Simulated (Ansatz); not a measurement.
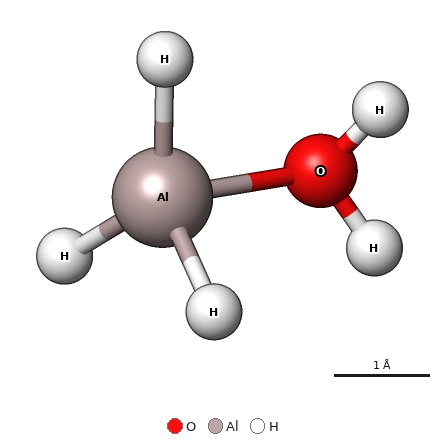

Fig. 1: The starting structure (ball-and-stick view, seen at a tilt). Sticks mark near contacts. Bond lengths as drawn: Al–H 1.59 to 1.65 Å, Al–O 1.94 Å and H–O 0.97 to 1.01 Å.

AlH5O: molecular dynamics (part 1 of 5)

System: AlH5O, SMILES [OH2+][AlH3-].
Method: RKS PBE/def2-SVP (Ansatz 0.2.0).

It belongs to a series of runs on one base structure; here: dynamics from the last frame of an earlier run.

## Input
```yaml
crystal:
  periodic: [false, false, false]
  atoms:
    - { symbol: O, position_ang: [-0.116472, -1.10225, -0.140753] }
    - { symbol: Al, position_ang: [0.147948, 0.823681, -0.160563] }
    - { symbol: H, position_ang: [-1.063581, -1.433851, -0.197803] }
    - { symbol: H, position_ang: [0.255889, -1.601541, 0.603615] }
    - { symbol: H, position_ang: [-0.030946, 1.288229, -1.673616] }
    - { symbol: H, position_ang: [-1.218437, 1.222367, 0.68061] }
    - { symbol: H, position_ang: [1.464121, 0.789002, 0.790563] }
basis:
  gaussian: { orbitals: def2-SVP }
hamiltonian:
  xc: pbe
md:
  timestep: 0.5
  n_steps: 166
  ensemble: nve
  temperature: 300.0
  initial_velocities: maxwell_boltzmann
  seed: 73974
```

Run as:
```bash
ansatz run input.yaml --threads 1 --pin off --max-ram 2048MiB --backend cpu --events-out ev --progress --plain --runs-dir out
```

## The program's output
```
Engine: ansatz 0.2.0, aarch64-unknown-linux-gnu
Functional definition: PBE
  parameter kappa = 0.804
  parameter beta = 0.06672455060314922
  exchange = pbe_x(kappa = kappa, mu = beta*pi^2/3)
  correlation = pbe_c(beta = beta)
626 factors; their error is unknown
mean field evaluation 1: about -8710.9736 eV, gradient 4.5e1 eV
mean field evaluation 2: about -8704.5462 eV, gradient 7.7e1 eV
mean field evaluation 4: about -8715.0677 eV, gradient 6.7e-1 eV
mean field evaluation 8: about -8715.0448 eV, gradient 6.9e-2 eV
mean field -8715.04479364 eV, -320.2719888966 hartree, gradient 1.9e-5 eV, S^2 0.000000; 0 other end points of the search recorded, 0 dependent functions left out
the calculation of the forces begins
reference -8715.04482966 eV, -320.2719902203 hartree; 13, 13 occupied and 44, 44 virtual orbitals, 626 factors
md step     0: t =     0.00 fs  T =   300.0 K  F+E_penalty+E_count = -8715.04479364 eV  E_kin = 0.193890 eV  conserved = -8714.85090364 eV  (22 SCF iters)
these checks for a lower state are left out or cut short: starts, cluster_reference, orbital_swaps, neighbouring_geometries, increment
626 factors; their error is unknown
mean field evaluation 16: about -8715.0799 eV, gradient 9.6e-1 eV
mean field -8715.05720245 eV, -320.2724449120 hartree, gradient 6.1e-6 eV, S^2 0.000000; 0 other end points of the search recorded, 0 dependent functions left out
the calculation of the forces begins
reference -8715.05723849 eV, -320.2724462367 hartree; 13, 13 occupied and 44, 44 virtual orbitals, 626 factors
md step     1: t =     0.50 fs  T =   318.8 K  F+E_penalty+E_count = -8715.05720245 eV  E_kin = 0.206022 eV  conserved = -8714.85118077 eV  (25 SCF iters)
[... from here on the SCF iterations and repeated set-up lines of each step are left out, up to the last step ...]
md step     2: t =     1.00 fs  T =   328.6 K  F+E_penalty+E_count = -8715.06366620 eV  E_kin = 0.212359 eV  conserved = -8714.85130712 eV  (25 SCF iters)
md step     3: t =     1.50 fs  T =   326.4 K  F+E_penalty+E_count = -8715.06217283 eV  E_kin = 0.210957 eV  conserved = -8714.85121534 eV  (25 SCF iters)
md step     4: t =     2.00 fs  T =   314.4 K  F+E_penalty+E_count = -8715.05413229 eV  E_kin = 0.203217 eV  conserved = -8714.85091560 eV  (25 SCF iters)
md step     5: t =     2.50 fs  T =   299.6 K  F+E_penalty+E_count = -8715.04413368 eV  E_kin = 0.193601 eV  conserved = -8714.85053293 eV  (25 SCF iters)
md step     6: t =     3.00 fs  T =   290.4 K  F+E_penalty+E_count = -8715.03796027 eV  E_kin = 0.187682 eV  conserved = -8714.85027820 eV  (25 SCF iters)
md step     7: t =     3.50 fs  T =   292.6 K  F+E_penalty+E_count = -8715.03940507 eV  E_kin = 0.189085 eV  conserved = -8714.85032010 eV  (24 SCF iters)
md step     8: t =     4.00 fs  T =   305.1 K  F+E_penalty+E_count = -8715.04780124 eV  E_kin = 0.197155 eV  conserved = -8714.85064646 eV  (25 SCF iters)
md step     9: t =     4.50 fs  T =   320.6 K  F+E_penalty+E_count = -8715.05823736 eV  E_kin = 0.207177 eV  conserved = -8714.85106010 eV  (25 SCF iters)
md step    10: t =     5.00 fs  T =   329.8 K  F+E_penalty+E_count = -8715.06449510 eV  E_kin = 0.213174 eV  conserved = -8714.85132156 eV  (25 SCF iters)
md step    11: t =     5.50 fs  T =   327.0 K  F+E_penalty+E_count = -8715.06265198 eV  E_kin = 0.211351 eV  conserved = -8714.85130071 eV  (25 SCF iters)
md step    12: t =     6.00 fs  T =   312.6 K  F+E_penalty+E_count = -8715.05309325 eV  E_kin = 0.202065 eV  conserved = -8714.85102848 eV  (25 SCF iters)
md step    13: t =     6.50 fs  T =   293.1 K  F+E_penalty+E_count = -8715.04008032 eV  E_kin = 0.189427 eV  conserved = -8714.85065380 eV  (25 SCF iters)
md step    14: t =     7.00 fs  T =   277.1 K  F+E_penalty+E_count = -8715.02947229 eV  E_kin = 0.179114 eV  conserved = -8714.85035826 eV  (25 SCF iters)
md step    15: t =     7.50 fs  T =   271.8 K  F+E_penalty+E_count = -8715.02591528 eV  E_kin = 0.175646 eV  conserved = -8714.85026893 eV  (25 SCF iters)
md step    16: t =     8.00 fs  T =   279.2 K  F+E_penalty+E_count = -8715.03084893 eV  E_kin = 0.180441 eV  conserved = -8714.85040825 eV  (25 SCF iters)
md step    17: t =     8.50 fs  T =   296.2 K  F+E_penalty+E_count = -8715.04211895 eV  E_kin = 0.191416 eV  conserved = -8714.85070272 eV  (23 SCF iters)
md step    18: t =     9.00 fs  T =   315.7 K  F+E_penalty+E_count = -8715.05509851 eV  E_kin = 0.204067 eV  conserved = -8714.85103152 eV  (25 SCF iters)
md step    19: t =     9.50 fs  T =   330.1 K  F+E_penalty+E_count = -8715.06459739 eV  E_kin = 0.213324 eV  conserved = -8714.85127352 eV  (25 SCF iters)
md step    20: t =    10.00 fs  T =   333.4 K  F+E_penalty+E_count = -8715.06682238 eV  E_kin = 0.215491 eV  conserved = -8714.85133128 eV  (25 SCF iters)
md step    21: t =    10.50 fs  T =   324.6 K  F+E_penalty+E_count = -8715.06093057 eV  E_kin = 0.209774 eV  conserved = -8714.85115669 eV  (25 SCF iters)
md step    22: t =    11.00 fs  T =   307.8 K  F+E_penalty+E_count = -8715.04972101 eV  E_kin = 0.198925 eV  conserved = -8714.85079555 eV  (25 SCF iters)
md step    23: t =    11.50 fs  T =   291.5 K  F+E_penalty+E_count = -8715.03880872 eV  E_kin = 0.188392 eV  conserved = -8714.85041686 eV  (25 SCF iters)
md step    24: t =    12.00 fs  T =   284.3 K  F+E_penalty+E_count = -8715.03397049 eV  E_kin = 0.183722 eV  conserved = -8714.85024800 eV  (25 SCF iters)
md step    25: t =    12.50 fs  T =   289.8 K  F+E_penalty+E_count = -8715.03772988 eV  E_kin = 0.187316 eV  conserved = -8714.85041384 eV  (25 SCF iters)
md step    26: t =    13.00 fs  T =   304.4 K  F+E_penalty+E_count = -8715.04754421 eV  E_kin = 0.196726 eV  conserved = -8714.85081855 eV  (25 SCF iters)
md step    27: t =    13.50 fs  T =   318.8 K  F+E_penalty+E_count = -8715.05725685 eV  E_kin = 0.206050 eV  conserved = -8714.85120716 eV  (25 SCF iters)
md step    28: t =    14.00 fs  T =   324.2 K  F+E_penalty+E_count = -8715.06091147 eV  E_kin = 0.209560 eV  conserved = -8714.85135151 eV  (25 SCF iters)
md step    29: t =    14.50 fs  T =   317.2 K  F+E_penalty+E_count = -8715.05622020 eV  E_kin = 0.205030 eV  conserved = -8714.85118972 eV  (25 SCF iters)
md step    30: t =    15.00 fs  T =   301.3 K  F+E_penalty+E_count = -8715.04557290 eV  E_kin = 0.194739 eV  conserved = -8714.85083404 eV  (25 SCF iters)
md step    31: t =    15.50 fs  T =   284.5 K  F+E_penalty+E_count = -8715.03438138 eV  E_kin = 0.183898 eV  conserved = -8714.85048310 eV  (25 SCF iters)
md step    32: t =    16.00 fs  T =   275.0 K  F+E_penalty+E_count = -8715.02805513 eV  E_kin = 0.177748 eV  conserved = -8714.85030675 eV  (25 SCF iters)
md step    33: t =    16.50 fs  T =   277.0 K  F+E_penalty+E_count = -8715.02937265 eV  E_kin = 0.179008 eV  conserved = -8714.85036440 eV  (25 SCF iters)
md step    34: t =    17.00 fs  T =   289.2 K  F+E_penalty+E_count = -8715.03750042 eV  E_kin = 0.186900 eV  conserved = -8714.85060054 eV  (25 SCF iters)
md step    35: t =    17.50 fs  T =   306.2 K  F+E_penalty+E_count = -8715.04878298 eV  E_kin = 0.197882 eV  conserved = -8714.85090089 eV  (25 SCF iters)
md step    36: t =    18.00 fs  T =   320.8 K  F+E_penalty+E_count = -8715.05849959 eV  E_kin = 0.207346 eV  conserved = -8714.85115383 eV  (23 SCF iters)
md step    37: t =    18.50 fs  T =   327.1 K  F+E_penalty+E_count = -8715.06265952 eV  E_kin = 0.211384 eV  conserved = -8714.85127565 eV  (25 SCF iters)
md step    38: t =    19.00 fs  T =   322.1 K  F+E_penalty+E_count = -8715.05937944 eV  E_kin = 0.208165 eV  conserved = -8714.85121435 eV  (25 SCF iters)
md step    39: t =    19.50 fs  T =   307.5 K  F+E_penalty+E_count = -8715.04970451 eV  E_kin = 0.198738 eV  conserved = -8714.85096652 eV  (25 SCF iters)
md step    40: t =    20.00 fs  T =   289.3 K  F+E_penalty+E_count = -8715.03757734 eV  E_kin = 0.186963 eV  conserved = -8714.85061449 eV  (25 SCF iters)
md step    41: t =    20.50 fs  T =   275.6 K  F+E_penalty+E_count = -8715.02846295 eV  E_kin = 0.178133 eV  conserved = -8714.85033035 eV  (25 SCF iters)
md step    42: t =    21.00 fs  T =   272.9 K  F+E_penalty+E_count = -8715.02668384 eV  E_kin = 0.176393 eV  conserved = -8714.85029070 eV  (25 SCF iters)
md step    43: t =    21.50 fs  T =   282.0 K  F+E_penalty+E_count = -8715.03279079 eV  E_kin = 0.182251 eV  conserved = -8714.85053968 eV  (25 SCF iters)
md step    44: t =    22.00 fs  T =   297.1 K  F+E_penalty+E_count = -8715.04295277 eV  E_kin = 0.192020 eV  conserved = -8714.85093281 eV  (26 SCF iters)
md step    45: t =    22.50 fs  T =   309.3 K  F+E_penalty+E_count = -8715.05114174 eV  E_kin = 0.199908 eV  conserved = -8714.85123337 eV  (25 SCF iters)
md step    46: t =    23.00 fs  T =   311.7 K  F+E_penalty+E_count = -8715.05270441 eV  E_kin = 0.201431 eV  conserved = -8714.85127311 eV  (26 SCF iters)
md step    47: t =    23.50 fs  T =   303.1 K  F+E_penalty+E_count = -8715.04694708 eV  E_kin = 0.195902 eV  conserved = -8714.85104520 eV  (25 SCF iters)
md step    48: t =    24.00 fs  T =   288.7 K  F+E_penalty+E_count = -8715.03729113 eV  E_kin = 0.186604 eV  conserved = -8714.85068729 eV  (25 SCF iters)
md step    49: t =    24.50 fs  T =   276.7 K  F+E_penalty+E_count = -8715.02920415 eV  E_kin = 0.178814 eV  conserved = -8714.85038991 eV  (25 SCF iters)
md step    50: t =    25.00 fs  T =   273.9 K  F+E_penalty+E_count = -8715.02728368 eV  E_kin = 0.176994 eV  conserved = -8714.85029018 eV  (25 SCF iters)
md step    51: t =    25.50 fs  T =   282.7 K  F+E_penalty+E_count = -8715.03312042 eV  E_kin = 0.182710 eV  conserved = -8714.85041035 eV  (25 SCF iters)
md step    52: t =    26.00 fs  T =   300.5 K  F+E_penalty+E_count = -8715.04489161 eV  E_kin = 0.194219 eV  conserved = -8714.85067299 eV  (25 SCF iters)
md step    53: t =    26.50 fs  T =   321.1 K  F+E_penalty+E_count = -8715.05850378 eV  E_kin = 0.207540 eV  conserved = -8714.85096355 eV  (25 SCF iters)
md step    54: t =    27.00 fs  T =   337.6 K  F+E_penalty+E_count = -8715.06938151 eV  E_kin = 0.218200 eV  conserved = -8714.85118107 eV  (25 SCF iters)
md step    55: t =    27.50 fs  T =   344.8 K  F+E_penalty+E_count = -8715.07411116 eV  E_kin = 0.222858 eV  conserved = -8714.85125276 eV  (23 SCF iters)
md step    56: t =    28.00 fs  T =   341.2 K  F+E_penalty+E_count = -8715.07163205 eV  E_kin = 0.220493 eV  conserved = -8714.85113912 eV  (25 SCF iters)
md step    57: t =    28.50 fs  T =   329.5 K  F+E_penalty+E_count = -8715.06382309 eV  E_kin = 0.212963 eV  conserved = -8714.85086048 eV  (25 SCF iters)
md step    58: t =    29.00 fs  T =   316.5 K  F+E_penalty+E_count = -8715.05508043 eV  E_kin = 0.204549 eV  conserved = -8714.85053176 eV  (25 SCF iters)
md step    59: t =    29.50 fs  T =   309.6 K  F+E_penalty+E_count = -8715.05046201 eV  E_kin = 0.200122 eV  conserved = -8714.85033958 eV  (25 SCF iters)
md step    60: t =    30.00 fs  T =   313.2 K  F+E_penalty+E_count = -8715.05284655 eV  E_kin = 0.202419 eV  conserved = -8714.85042786 eV  (25 SCF iters)
md step    61: t =    30.50 fs  T =   325.0 K  F+E_penalty+E_count = -8715.06083301 eV  E_kin = 0.210064 eV  conserved = -8714.85076869 eV  (25 SCF iters)
md step    62: t =    31.00 fs  T =   337.4 K  F+E_penalty+E_count = -8715.06921447 eV  E_kin = 0.218057 eV  conserved = -8714.85115789 eV  (25 SCF iters)
md step    63: t =    31.50 fs  T =   341.5 K  F+E_penalty+E_count = -8715.07205847 eV  E_kin = 0.220704 eV  conserved = -8714.85135418 eV  (25 SCF iters)
md step    64: t =    32.00 fs  T =   332.8 K  F+E_penalty+E_count = -8715.06634581 eV  E_kin = 0.215105 eV  conserved = -8714.85124066 eV  (25 SCF iters)
md step    65: t =    32.50 fs  T =   313.9 K  F+E_penalty+E_count = -8715.05376392 eV  E_kin = 0.202875 eV  conserved = -8714.85088857 eV  (25 SCF iters)
md step    66: t =    33.00 fs  T =   292.7 K  F+E_penalty+E_count = -8715.03965634 eV  E_kin = 0.189155 eV  conserved = -8714.85050126 eV  (25 SCF iters)
md step    67: t =    33.50 fs  T =   278.0 K  F+E_penalty+E_count = -8715.02994929 eV  E_kin = 0.179664 eV  conserved = -8714.85028536 eV  (25 SCF iters)
md step    68: t =    34.00 fs  T =   274.9 K  F+E_penalty+E_count = -8715.02800234 eV  E_kin = 0.177672 eV  conserved = -8714.85033069 eV  (25 SCF iters)
md step    69: t =    34.50 fs  T =   282.6 K  F+E_penalty+E_count = -8715.03319333 eV  E_kin = 0.182614 eV  conserved = -8714.85057953 eV  (25 SCF iters)
md step    70: t =    35.00 fs  T =   295.3 K  F+E_penalty+E_count = -8715.04172815 eV  E_kin = 0.190835 eV  conserved = -8714.85089351 eV  (25 SCF iters)
md step    71: t =    35.50 fs  T =   305.7 K  F+E_penalty+E_count = -8715.04873694 eV  E_kin = 0.197595 eV  conserved = -8714.85114218 eV  (25 SCF iters)
md step    72: t =    36.00 fs  T =   308.1 K  F+E_penalty+E_count = -8715.05034328 eV  E_kin = 0.199100 eV  conserved = -8714.85124359 eV  (25 SCF iters)
md step    73: t =    36.50 fs  T =   299.9 K  F+E_penalty+E_count = -8715.04501749 eV  E_kin = 0.193854 eV  conserved = -8714.85116337 eV  (25 SCF iters)
md step    74: t =    37.00 fs  T =   283.5 K  F+E_penalty+E_count = -8715.03413590 eV  E_kin = 0.183220 eV  conserved = -8714.85091583 eV  (23 SCF iters)
md step    75: t =    37.50 fs  T =   264.7 K  F+E_penalty+E_count = -8715.02168423 eV  E_kin = 0.171098 eV  conserved = -8714.85058615 eV  (25 SCF iters)
md step    76: t =    38.00 fs  T =   251.4 K  F+E_penalty+E_count = -8715.01283402 eV  E_kin = 0.162503 eV  conserved = -8714.85033143 eV  (25 SCF iters)
md step    77: t =    38.50 fs  T =   249.4 K  F+E_penalty+E_count = -8715.01148390 eV  E_kin = 0.161173 eV  conserved = -8714.85031049 eV  (25 SCF iters)
md step    78: t =    39.00 fs  T =   258.9 K  F+E_penalty+E_count = -8715.01788086 eV  E_kin = 0.167315 eV  conserved = -8714.85056543 eV  (25 SCF iters)
md step    79: t =    39.50 fs  T =   274.0 K  F+E_penalty+E_count = -8715.02804607 eV  E_kin = 0.177081 eV  conserved = -8714.85096499 eV  (25 SCF iters)
md step    80: t =    40.00 fs  T =   285.5 K  F+E_penalty+E_count = -8715.03578674 eV  E_kin = 0.184506 eV  conserved = -8714.85128089 eV  (25 SCF iters)
md step    81: t =    40.50 fs  T =   286.0 K  F+E_penalty+E_count = -8715.03616324 eV  E_kin = 0.184829 eV  conserved = -8714.85133450 eV  (25 SCF iters)
md step    82: t =    41.00 fs  T =   274.1 K  F+E_penalty+E_count = -8715.02822833 eV  E_kin = 0.177128 eV  conserved = -8714.85110053 eV  (25 SCF iters)
md step    83: t =    41.50 fs  T =   254.9 K  F+E_penalty+E_count = -8715.01544972 eV  E_kin = 0.164737 eV  conserved = -8714.85071230 eV  (25 SCF iters)
md step    84: t =    42.00 fs  T =   237.2 K  F+E_penalty+E_count = -8715.00370919 eV  E_kin = 0.153331 eV  conserved = -8714.85037793 eV  (25 SCF iters)
md step    85: t =    42.50 fs  T =   228.8 K  F+E_penalty+E_count = -8714.99814263 eV  E_kin = 0.147885 eV  conserved = -8714.85025733 eV  (25 SCF iters)
md step    86: t =    43.00 fs  T =   232.6 K  F+E_penalty+E_count = -8715.00068012 eV  E_kin = 0.150303 eV  conserved = -8714.85037675 eV  (25 SCF iters)
md step    87: t =    43.50 fs  T =   245.9 K  F+E_penalty+E_count = -8715.00957030 eV  E_kin = 0.158930 eV  conserved = -8714.85064073 eV  (25 SCF iters)
md step    88: t =    44.00 fs  T =   262.8 K  F+E_penalty+E_count = -8715.02076349 eV  E_kin = 0.169850 eV  conserved = -8714.85091399 eV  (25 SCF iters)
md step    89: t =    44.50 fs  T =   276.8 K  F+E_penalty+E_count = -8715.02997951 eV  E_kin = 0.178886 eV  conserved = -8714.85109355 eV  (25 SCF iters)
md step    90: t =    45.00 fs  T =   283.5 K  F+E_penalty+E_count = -8715.03436449 eV  E_kin = 0.183237 eV  conserved = -8714.85112768 eV  (26 SCF iters)
md step    91: t =    45.50 fs  T =   282.2 K  F+E_penalty+E_count = -8715.03336475 eV  E_kin = 0.182358 eV  conserved = -8714.85100672 eV  (25 SCF iters)
md step    92: t =    46.00 fs  T =   275.6 K  F+E_penalty+E_count = -8715.02887823 eV  E_kin = 0.178112 eV  conserved = -8714.85076657 eV  (25 SCF iters)
md step    93: t =    46.50 fs  T =   269.4 K  F+E_penalty+E_count = -8715.02463579 eV  E_kin = 0.174133 eV  conserved = -8714.85050267 eV  (23 SCF iters)
md step    94: t =    47.00 fs  T =   269.7 K  F+E_penalty+E_count = -8715.02465917 eV  E_kin = 0.174303 eV  conserved = -8714.85035667 eV  (25 SCF iters)
md step    95: t =    47.50 fs  T =   279.5 K  F+E_penalty+E_count = -8715.03109559 eV  E_kin = 0.180654 eV  conserved = -8714.85044122 eV  (25 SCF iters)
md step    96: t =    48.00 fs  T =   296.8 K  F+E_penalty+E_count = -8715.04257385 eV  E_kin = 0.191828 eV  conserved = -8714.85074624 eV  (25 SCF iters)
md step    97: t =    48.50 fs  T =   314.6 K  F+E_penalty+E_count = -8715.05442702 eV  E_kin = 0.203310 eV  conserved = -8714.85111734 eV  (26 SCF iters)
md step    98: t =    49.00 fs  T =   324.5 K  F+E_penalty+E_count = -8715.06104918 eV  E_kin = 0.209706 eV  conserved = -8714.85134325 eV  (26 SCF iters)
md step    99: t =    49.50 fs  T =   321.5 K  F+E_penalty+E_count = -8715.05908394 eV  E_kin = 0.207797 eV  conserved = -8714.85128722 eV  (26 SCF iters)
md step   100: t =    50.00 fs  T =   307.1 K  F+E_penalty+E_count = -8715.04947878 eV  E_kin = 0.198506 eV  conserved = -8714.85097264 eV  (26 SCF iters)
md step   101: t =    50.50 fs  T =   288.6 K  F+E_penalty+E_count = -8715.03710796 eV  E_kin = 0.186534 eV  conserved = -8714.85057382 eV  (25 SCF iters)
md step   102: t =    51.00 fs  T =   275.1 K  F+E_penalty+E_count = -8715.02811709 eV  E_kin = 0.177805 eV  conserved = -8714.85031173 eV  (25 SCF iters)
md step   103: t =    51.50 fs  T =   272.7 K  F+E_penalty+E_count = -8715.02657359 eV  E_kin = 0.176259 eV  conserved = -8714.85031505 eV  (26 SCF iters)
md step   104: t =    52.00 fs  T =   281.5 K  F+E_penalty+E_count = -8715.03249788 eV  E_kin = 0.181949 eV  conserved = -8714.85054914 eV  (25 SCF iters)
md step   105: t =    52.50 fs  T =   296.2 K  F+E_penalty+E_count = -8715.04232724 eV  E_kin = 0.191459 eV  conserved = -8714.85086832 eV  (26 SCF iters)
md step   106: t =    53.00 fs  T =   309.4 K  F+E_penalty+E_count = -8715.05109779 eV  E_kin = 0.199974 eV  conserved = -8714.85112409 eV  (25 SCF iters)
md step   107: t =    53.50 fs  T =   314.9 K  F+E_penalty+E_count = -8715.05476509 eV  E_kin = 0.203534 eV  conserved = -8714.85123103 eV  (25 SCF iters)
md step   108: t =    54.00 fs  T =   310.2 K  F+E_penalty+E_count = -8715.05161927 eV  E_kin = 0.200451 eV  conserved = -8714.85116801 eV  (25 SCF iters)
```
